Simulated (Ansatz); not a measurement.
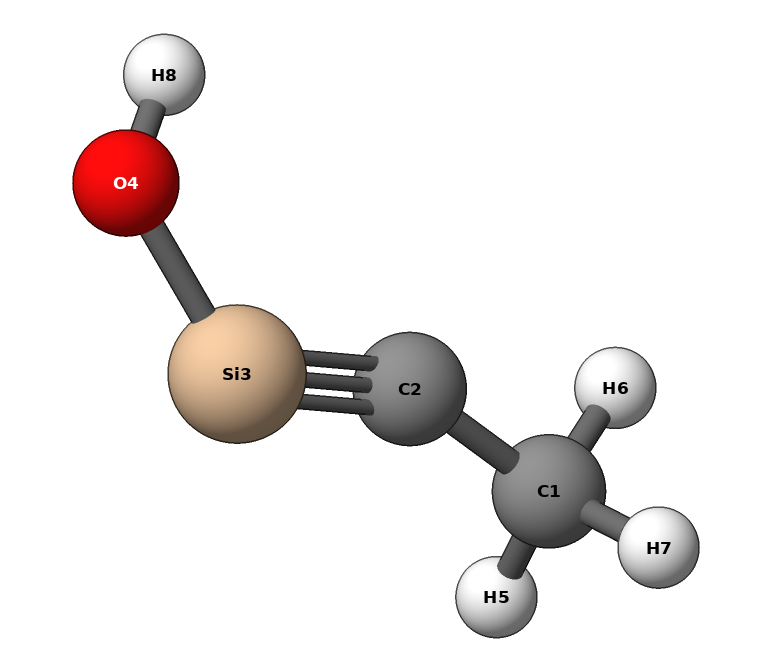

The questions are on Mulliken charges. The computed structure is the end point of a PBE0-D4/def2-TZVP optimisation. No frequency run is at hand to confirm it as a minimum. Method: RKS PBE0-D4/def2-TZVP (Ansatz 0.2.0).

> Which atom carries the highest charge (most positive or least negative)?

H8 (0.34 e).

> And the lowest?

O4 (−0.51 e).

Give the Mulliken charges atom by atom.

| atom | value (e) |
| --- | --- |
| C1 | −0.33 |
| C2 | −0.22 |
| Si3 | 0.27 |
| O4 | −0.51 |
| H5 | 0.15 |
| H6 | 0.16 |
| H7 | 0.15 |
| H8 | 0.34 |

Mulliken values depend strongly on the basis set and can even reverse the polarity of a bond.
